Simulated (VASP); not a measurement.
Band structure of TiC (rock salt). Method: MS2 meta-GGA, VASP's PBE PAW potentials (set 64) (plane waves; VASP 6.6.1).

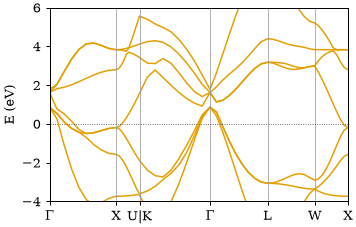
Fig. 1. Bands along high-symmetry lines, zero at the valence-band maximum or, without a gap, the Fermi level

Problem. Read the plot: is there a gap, and where are the band edges?

Solution. It has no gap at this level: it comes out as a metal or semimetal.

The compound is TiC in the rock salt structure. It was relaxed first.
